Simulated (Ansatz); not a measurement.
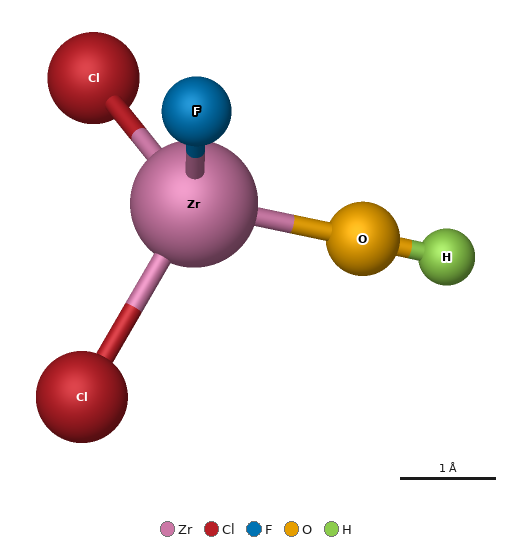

Figure 1. The starting structure (ball-and-stick view, seen at a tilt). Sticks mark near contacts. Bond lengths as drawn: Cl–Zr 2.38 Å, F–Zr 1.90 Å, H–O 0.94 Å and O–Zr 1.89 Å.

## Molecular dynamics, with input and output: ZrHCl2OF (part 1 of 4)

ZrHCl2OF, computed with RHF/def2-SVP (Ansatz 0.2.0).

It belongs to a series of runs on one base structure; here: dynamics from the start.

### The input
```yaml
crystal:
  periodic: [false, false, false]
  atoms:
    - { symbol: Zr, position_ang: [0.007455, 0.011262, 0.128513] }
    - { symbol: Cl, position_ang: [0.134073, 0.274022, 2.489489] }
    - { symbol: Cl, position_ang: [2.186006, -0.109135, -0.819559] }
    - { symbol: F, position_ang: [-0.90547, 1.502259, -0.610225] }
    - { symbol: O, position_ang: [-0.955403, -1.558068, -0.286345] }
    - { symbol: H, position_ang: [-1.42746, -2.348541, -0.486572] }
basis:
  gaussian: { orbitals: def2-SVP }
hamiltonian:
  xc: hf
md:
  timestep: 0.5
  n_steps: 150
  ensemble: nve_milne
  temperature: 500.0
  initial_velocities: maxwell_boltzmann
  seed: 480778
```

Run as:
```bash
ansatz run input.yaml --threads 1 --pin off --max-ram 2048MiB --backend cpu --events-out ev --progress --plain --runs-dir out
```

### The program's output
```
Engine: ansatz 0.2.0, aarch64-unknown-linux-gnu
Functional definition: HF
  exchange = exact_x
  correlation = 0
1023 factors; integrals over basis functions are off by at most 1.8e-4 eV
mean field evaluation 1: about -31024.1486 eV, gradient 5.1e1 eV
mean field evaluation 2: about -31024.2332 eV, gradient 5.1e1 eV
mean field evaluation 4: about -31029.3879 eV, gradient 2.1e0 eV
mean field evaluation 8: about -31029.4278 eV, gradient 1.6e-1 eV
mean field -31029.42789169 eV, -1140.3104425181 hartree, gradient 8.9e-5 eV, S^2 0.000000; 0 other end points of the search recorded, 0 dependent functions left out
the calculation of the forces begins
reference -31029.42789169 eV, -1140.3104425181 hartree; 32, 32 occupied and 68, 68 virtual orbitals, 1023 factors
md step     0: t =     0.00 fs  T =   500.0 K  F+E_penalty+E_count = -31029.42789169 eV  E_kin = 0.258520 eV  conserved = -31029.16937170 eV  (37 SCF iters)
these checks for a lower state are left out or cut short: starts, cluster_reference, orbital_swaps, neighbouring_geometries, increment
1023 factors; integrals over basis functions are off by at most 1.8e-4 eV
mean field evaluation 16: about -31029.4240 eV, gradient 1.5e-3 eV
mean field -31029.42405538 eV, -1140.3103015362 hartree, gradient 1.2e-5 eV, S^2 0.000000; 0 other end points of the search recorded, 0 dependent functions left out
the calculation of the forces begins
reference -31029.42405538 eV, -1140.3103015362 hartree; 32, 32 occupied and 68, 68 virtual orbitals, 1023 factors
md step     1: t =     0.50 fs  T =   492.9 K  F+E_penalty+E_count = -31029.42405538 eV  E_kin = 0.254838 eV  conserved = -31029.16921738 eV  (40 SCF iters)
[... from here on the SCF iterations and repeated set-up lines of each step are left out, up to the last step ...]
md step     2: t =     1.00 fs  T =   475.0 K  F+E_penalty+E_count = -31029.41494684 eV  E_kin = 0.245580 eV  conserved = -31029.16936727 eV  (40 SCF iters)
md step     3: t =     1.50 fs  T =   455.5 K  F+E_penalty+E_count = -31029.40491719 eV  E_kin = 0.235525 eV  conserved = -31029.16939220 eV  (40 SCF iters)
md step     4: t =     2.00 fs  T =   442.1 K  F+E_penalty+E_count = -31029.39798262 eV  E_kin = 0.228604 eV  conserved = -31029.16937850 eV  (40 SCF iters)
md step     5: t =     2.50 fs  T =   438.2 K  F+E_penalty+E_count = -31029.39595991 eV  E_kin = 0.226582 eV  conserved = -31029.16937804 eV  (39 SCF iters)
md step     6: t =     3.00 fs  T =   441.6 K  F+E_penalty+E_count = -31029.39766851 eV  E_kin = 0.228301 eV  conserved = -31029.16936799 eV  (40 SCF iters)
md step     7: t =     3.50 fs  T =   444.9 K  F+E_penalty+E_count = -31029.39942795 eV  E_kin = 0.230042 eV  conserved = -31029.16938621 eV  (39 SCF iters)
md step     8: t =     4.00 fs  T =   440.0 K  F+E_penalty+E_count = -31029.39688416 eV  E_kin = 0.227497 eV  conserved = -31029.16938673 eV  (39 SCF iters)
md step     9: t =     4.50 fs  T =   421.8 K  F+E_penalty+E_count = -31029.38743932 eV  E_kin = 0.218081 eV  conserved = -31029.16935860 eV  (38 SCF iters)
md step    10: t =     5.00 fs  T =   392.4 K  F+E_penalty+E_count = -31029.37228582 eV  E_kin = 0.202890 eV  conserved = -31029.16939556 eV  (38 SCF iters)
md step    11: t =     5.50 fs  T =   361.4 K  F+E_penalty+E_count = -31029.35628277 eV  E_kin = 0.186882 eV  conserved = -31029.16940058 eV  (38 SCF iters)
md step    12: t =     6.00 fs  T =   339.6 K  F+E_penalty+E_count = -31029.34500003 eV  E_kin = 0.175607 eV  conserved = -31029.16939301 eV  (38 SCF iters)
md step    13: t =     6.50 fs  T =   331.5 K  F+E_penalty+E_count = -31029.34076503 eV  E_kin = 0.171375 eV  conserved = -31029.16938980 eV  (39 SCF iters)
md step    14: t =     7.00 fs  T =   331.7 K  F+E_penalty+E_count = -31029.34088468 eV  E_kin = 0.171499 eV  conserved = -31029.16938546 eV  (38 SCF iters)
md step    15: t =     7.50 fs  T =   329.8 K  F+E_penalty+E_count = -31029.33992035 eV  E_kin = 0.170521 eV  conserved = -31029.16939942 eV  (38 SCF iters)
md step    16: t =     8.00 fs  T =   317.9 K  F+E_penalty+E_count = -31029.33373771 eV  E_kin = 0.164379 eV  conserved = -31029.16935885 eV  (38 SCF iters)
md step    17: t =     8.50 fs  T =   295.3 K  F+E_penalty+E_count = -31029.32203362 eV  E_kin = 0.152667 eV  conserved = -31029.16936694 eV  (38 SCF iters)
md step    18: t =     9.00 fs  T =   268.2 K  F+E_penalty+E_count = -31029.30806767 eV  E_kin = 0.138675 eV  conserved = -31029.16939296 eV  (38 SCF iters)
md step    19: t =     9.50 fs  T =   245.7 K  F+E_penalty+E_count = -31029.29641532 eV  E_kin = 0.127042 eV  conserved = -31029.16937332 eV  (65 SCF iters)
md step    20: t =    10.00 fs  T =   234.4 K  F+E_penalty+E_count = -31029.29058087 eV  E_kin = 0.121204 eV  conserved = -31029.16937686 eV  (40 SCF iters)
md step    21: t =    10.50 fs  T =   235.9 K  F+E_penalty+E_count = -31029.29135967 eV  E_kin = 0.121986 eV  conserved = -31029.16937355 eV  (40 SCF iters)
md step    22: t =    11.00 fs  T =   245.8 K  F+E_penalty+E_count = -31029.29648696 eV  E_kin = 0.127097 eV  conserved = -31029.16939042 eV  (38 SCF iters)
md step    23: t =    11.50 fs  T =   255.9 K  F+E_penalty+E_count = -31029.30170556 eV  E_kin = 0.132327 eV  conserved = -31029.16937886 eV  (39 SCF iters)
md step    24: t =    12.00 fs  T =   258.1 K  F+E_penalty+E_count = -31029.30282216 eV  E_kin = 0.133465 eV  conserved = -31029.16935686 eV  (39 SCF iters)
md step    25: t =    12.50 fs  T =   249.2 K  F+E_penalty+E_count = -31029.29824682 eV  E_kin = 0.128846 eV  conserved = -31029.16940039 eV  (38 SCF iters)
md step    26: t =    13.00 fs  T =   234.1 K  F+E_penalty+E_count = -31029.29044105 eV  E_kin = 0.121048 eV  conserved = -31029.16939313 eV  (39 SCF iters)
md step    27: t =    13.50 fs  T =   223.2 K  F+E_penalty+E_count = -31029.28477379 eV  E_kin = 0.115388 eV  conserved = -31029.16938536 eV  (39 SCF iters)
md step    28: t =    14.00 fs  T =   225.3 K  F+E_penalty+E_count = -31029.28589547 eV  E_kin = 0.116498 eV  conserved = -31029.16939757 eV  (39 SCF iters)
md step    29: t =    14.50 fs  T =   241.1 K  F+E_penalty+E_count = -31029.29408086 eV  E_kin = 0.124684 eV  conserved = -31029.16939721 eV  (39 SCF iters)
md step    30: t =    15.00 fs  T =   262.3 K  F+E_penalty+E_count = -31029.30499928 eV  E_kin = 0.135601 eV  conserved = -31029.16939828 eV  (38 SCF iters)
md step    31: t =    15.50 fs  T =   277.7 K  F+E_penalty+E_count = -31029.31294315 eV  E_kin = 0.143586 eV  conserved = -31029.16935760 eV  (38 SCF iters)
md step    32: t =    16.00 fs  T =   281.0 K  F+E_penalty+E_count = -31029.31465869 eV  E_kin = 0.145284 eV  conserved = -31029.16937505 eV  (40 SCF iters)
md step    33: t =    16.50 fs  T =   273.8 K  F+E_penalty+E_count = -31029.31097417 eV  E_kin = 0.141584 eV  conserved = -31029.16939031 eV  (39 SCF iters)
md step    34: t =    17.00 fs  T =   263.5 K  F+E_penalty+E_count = -31029.30562735 eV  E_kin = 0.136263 eV  conserved = -31029.16936400 eV  (40 SCF iters)
md step    35: t =    17.50 fs  T =   258.2 K  F+E_penalty+E_count = -31029.30288473 eV  E_kin = 0.133507 eV  conserved = -31029.16937779 eV  (40 SCF iters)
md step    36: t =    18.00 fs  T =   262.9 K  F+E_penalty+E_count = -31029.30528720 eV  E_kin = 0.135908 eV  conserved = -31029.16937957 eV  (40 SCF iters)
md step    37: t =    18.50 fs  T =   276.8 K  F+E_penalty+E_count = -31029.31247866 eV  E_kin = 0.143091 eV  conserved = -31029.16938777 eV  (40 SCF iters)
md step    38: t =    19.00 fs  T =   294.0 K  F+E_penalty+E_count = -31029.32138610 eV  E_kin = 0.152014 eV  conserved = -31029.16937220 eV  (40 SCF iters)
md step    39: t =    19.50 fs  T =   305.9 K  F+E_penalty+E_count = -31029.32753267 eV  E_kin = 0.158171 eV  conserved = -31029.16936207 eV  (40 SCF iters)
md step    40: t =    20.00 fs  T =   305.6 K  F+E_penalty+E_count = -31029.32738896 eV  E_kin = 0.157988 eV  conserved = -31029.16940063 eV  (40 SCF iters)
md step    41: t =    20.50 fs  T =   292.6 K  F+E_penalty+E_count = -31029.32067150 eV  E_kin = 0.151292 eV  conserved = -31029.16937957 eV  (40 SCF iters)
md step    42: t =    21.00 fs  T =   274.0 K  F+E_penalty+E_count = -31029.31106387 eV  E_kin = 0.141684 eV  conserved = -31029.16937984 eV  (40 SCF iters)
md step    43: t =    21.50 fs  T =   260.7 K  F+E_penalty+E_count = -31029.30421461 eV  E_kin = 0.134811 eV  conserved = -31029.16940338 eV  (40 SCF iters)
md step    44: t =    22.00 fs  T =   259.8 K  F+E_penalty+E_count = -31029.30372849 eV  E_kin = 0.134328 eV  conserved = -31029.16940055 eV  (40 SCF iters)
md step    45: t =    22.50 fs  T =   269.0 K  F+E_penalty+E_count = -31029.30848088 eV  E_kin = 0.139084 eV  conserved = -31029.16939679 eV  (40 SCF iters)
md step    46: t =    23.00 fs  T =   278.8 K  F+E_penalty+E_count = -31029.31350386 eV  E_kin = 0.144140 eV  conserved = -31029.16936389 eV  (40 SCF iters)
md step    47: t =    23.50 fs  T =   279.1 K  F+E_penalty+E_count = -31029.31370272 eV  E_kin = 0.144317 eV  conserved = -31029.16938557 eV  (40 SCF iters)
md step    48: t =    24.00 fs  T =   266.6 K  F+E_penalty+E_count = -31029.30723247 eV  E_kin = 0.137847 eV  conserved = -31029.16938542 eV  (40 SCF iters)
md step    49: t =    24.50 fs  T =   245.2 K  F+E_penalty+E_count = -31029.29613604 eV  E_kin = 0.126780 eV  conserved = -31029.16935563 eV  (40 SCF iters)
md step    50: t =    25.00 fs  T =   223.1 K  F+E_penalty+E_count = -31029.28472468 eV  E_kin = 0.115342 eV  conserved = -31029.16938231 eV  (40 SCF iters)
md step    51: t =    25.50 fs  T =   208.3 K  F+E_penalty+E_count = -31029.27708347 eV  E_kin = 0.107700 eV  conserved = -31029.16938362 eV  (40 SCF iters)
md step    52: t =    26.00 fs  T =   204.6 K  F+E_penalty+E_count = -31029.27515301 eV  E_kin = 0.105772 eV  conserved = -31029.16938149 eV  (65 SCF iters)
md step    53: t =    26.50 fs  T =   210.0 K  F+E_penalty+E_count = -31029.27796516 eV  E_kin = 0.108595 eV  conserved = -31029.16936997 eV  (40 SCF iters)
md step    54: t =    27.00 fs  T =   217.9 K  F+E_penalty+E_count = -31029.28203035 eV  E_kin = 0.112660 eV  conserved = -31029.16937083 eV  (40 SCF iters)
md step    55: t =    27.50 fs  T =   219.8 K  F+E_penalty+E_count = -31029.28304329 eV  E_kin = 0.113645 eV  conserved = -31029.16939805 eV  (40 SCF iters)
md step    56: t =    28.00 fs  T =   210.6 K  F+E_penalty+E_count = -31029.27826425 eV  E_kin = 0.108898 eV  conserved = -31029.16936605 eV  (40 SCF iters)
md step    57: t =    28.50 fs  T =   191.8 K  F+E_penalty+E_count = -31029.26852309 eV  E_kin = 0.099145 eV  conserved = -31029.16937797 eV  (40 SCF iters)
md step    58: t =    29.00 fs  T =   172.0 K  F+E_penalty+E_count = -31029.25832010 eV  E_kin = 0.088914 eV  conserved = -31029.16940646 eV  (40 SCF iters)
md step    59: t =    29.50 fs  T =   161.9 K  F+E_penalty+E_count = -31029.25309484 eV  E_kin = 0.083700 eV  conserved = -31029.16939503 eV  (40 SCF iters)
md step    60: t =    30.00 fs  T =   166.3 K  F+E_penalty+E_count = -31029.25537994 eV  E_kin = 0.085985 eV  conserved = -31029.16939492 eV  (40 SCF iters)
md step    61: t =    30.50 fs  T =   180.7 K  F+E_penalty+E_count = -31029.26282309 eV  E_kin = 0.093446 eV  conserved = -31029.16937725 eV  (40 SCF iters)
md step    62: t =    31.00 fs  T =   194.6 K  F+E_penalty+E_count = -31029.27001939 eV  E_kin = 0.100624 eV  conserved = -31029.16939538 eV  (40 SCF iters)
md step    63: t =    31.50 fs  T =   199.4 K  F+E_penalty+E_count = -31029.27248804 eV  E_kin = 0.103109 eV  conserved = -31029.16937911 eV  (40 SCF iters)
md step    64: t =    32.00 fs  T =   193.4 K  F+E_penalty+E_count = -31029.26935164 eV  E_kin = 0.099998 eV  conserved = -31029.16935339 eV  (40 SCF iters)
md step    65: t =    32.50 fs  T =   181.8 K  F+E_penalty+E_count = -31029.26336688 eV  E_kin = 0.093979 eV  conserved = -31029.16938783 eV  (40 SCF iters)
md step    66: t =    33.00 fs  T =   173.1 K  F+E_penalty+E_count = -31029.25889455 eV  E_kin = 0.089512 eV  conserved = -31029.16938222 eV  (40 SCF iters)
md step    67: t =    33.50 fs  T =   174.3 K  F+E_penalty+E_count = -31029.25952139 eV  E_kin = 0.090146 eV  conserved = -31029.16937575 eV  (40 SCF iters)
md step    68: t =    34.00 fs  T =   187.7 K  F+E_penalty+E_count = -31029.26640695 eV  E_kin = 0.097035 eV  conserved = -31029.16937184 eV  (39 SCF iters)
md step    69: t =    34.50 fs  T =   209.5 K  F+E_penalty+E_count = -31029.27771061 eV  E_kin = 0.108331 eV  conserved = -31029.16937915 eV  (39 SCF iters)
md step    70: t =    35.00 fs  T =   232.1 K  F+E_penalty+E_count = -31029.28942327 eV  E_kin = 0.120030 eV  conserved = -31029.16939327 eV  (40 SCF iters)
md step    71: t =    35.50 fs  T =   247.3 K  F+E_penalty+E_count = -31029.29724244 eV  E_kin = 0.127886 eV  conserved = -31029.16935621 eV  (40 SCF iters)
md step    72: t =    36.00 fs  T =   250.7 K  F+E_penalty+E_count = -31029.29898026 eV  E_kin = 0.129600 eV  conserved = -31029.16938051 eV  (40 SCF iters)
md step    73: t =    36.50 fs  T =   245.4 K  F+E_penalty+E_count = -31029.29630156 eV  E_kin = 0.126897 eV  conserved = -31029.16940479 eV  (40 SCF iters)
md step    74: t =    37.00 fs  T =   241.2 K  F+E_penalty+E_count = -31029.29409492 eV  E_kin = 0.124713 eV  conserved = -31029.16938186 eV  (40 SCF iters)
md step    75: t =    37.50 fs  T =   247.4 K  F+E_penalty+E_count = -31029.29731347 eV  E_kin = 0.127919 eV  conserved = -31029.16939415 eV  (40 SCF iters)
md step    76: t =    38.00 fs  T =   266.5 K  F+E_penalty+E_count = -31029.30717377 eV  E_kin = 0.137782 eV  conserved = -31029.16939137 eV  (40 SCF iters)
md step    77: t =    38.50 fs  T =   291.5 K  F+E_penalty+E_count = -31029.32011662 eV  E_kin = 0.150718 eV  conserved = -31029.16939901 eV  (40 SCF iters)
md step    78: t =    39.00 fs  T =   311.7 K  F+E_penalty+E_count = -31029.33051056 eV  E_kin = 0.161136 eV  conserved = -31029.16937482 eV  (40 SCF iters)
md step    79: t =    39.50 fs  T =   319.4 K  F+E_penalty+E_count = -31029.33450213 eV  E_kin = 0.165143 eV  conserved = -31029.16935887 eV  (40 SCF iters)
md step    80: t =    40.00 fs  T =   314.8 K  F+E_penalty+E_count = -31029.33217196 eV  E_kin = 0.162782 eV  conserved = -31029.16939018 eV  (40 SCF iters)
md step    81: t =    40.50 fs  T =   304.6 K  F+E_penalty+E_count = -31029.32686447 eV  E_kin = 0.157489 eV  conserved = -31029.16937546 eV  (40 SCF iters)
md step    82: t =    41.00 fs  T =   297.0 K  F+E_penalty+E_count = -31029.32294920 eV  E_kin = 0.153576 eV  conserved = -31029.16937309 eV  (40 SCF iters)
md step    83: t =    41.50 fs  T =   298.1 K  F+E_penalty+E_count = -31029.32351890 eV  E_kin = 0.154143 eV  conserved = -31029.16937598 eV  (40 SCF iters)
md step    84: t =    42.00 fs  T =   308.5 K  F+E_penalty+E_count = -31029.32890708 eV  E_kin = 0.159523 eV  conserved = -31029.16938410 eV  (40 SCF iters)
md step    85: t =    42.50 fs  T =   323.4 K  F+E_penalty+E_count = -31029.33658470 eV  E_kin = 0.167196 eV  conserved = -31029.16938827 eV  (65 SCF iters)
md step    86: t =    43.00 fs  T =   334.4 K  F+E_penalty+E_count = -31029.34222804 eV  E_kin = 0.172875 eV  conserved = -31029.16935280 eV  (40 SCF iters)
md step    87: t =    43.50 fs  T =   333.6 K  F+E_penalty+E_count = -31029.34184691 eV  E_kin = 0.172460 eV  conserved = -31029.16938697 eV  (40 SCF iters)
md step    88: t =    44.00 fs  T =   318.9 K  F+E_penalty+E_count = -31029.33426327 eV  E_kin = 0.164865 eV  conserved = -31029.16939876 eV  (40 SCF iters)
md step    89: t =    44.50 fs  T =   295.8 K  F+E_penalty+E_count = -31029.32231668 eV  E_kin = 0.152949 eV  conserved = -31029.16936797 eV  (39 SCF iters)
md step    90: t =    45.00 fs  T =   274.9 K  F+E_penalty+E_count = -31029.31153298 eV  E_kin = 0.142135 eV  conserved = -31029.16939779 eV  (39 SCF iters)
md step    91: t =    45.50 fs  T =   264.8 K  F+E_penalty+E_count = -31029.30633907 eV  E_kin = 0.136937 eV  conserved = -31029.16940180 eV  (40 SCF iters)
md step    92: t =    46.00 fs  T =   265.6 K  F+E_penalty+E_count = -31029.30673684 eV  E_kin = 0.137340 eV  conserved = -31029.16939641 eV  (39 SCF iters)
md step    93: t =    46.50 fs  T =   268.9 K  F+E_penalty+E_count = -31029.30839775 eV  E_kin = 0.139021 eV  conserved = -31029.16937643 eV  (39 SCF iters)
md step    94: t =    47.00 fs  T =   264.2 K  F+E_penalty+E_count = -31029.30597985 eV  E_kin = 0.136608 eV  conserved = -31029.16937147 eV  (40 SCF iters)
md step    95: t =    47.50 fs  T =   246.6 K  F+E_penalty+E_count = -31029.29689323 eV  E_kin = 0.127504 eV  conserved = -31029.16938912 eV  (39 SCF iters)
```
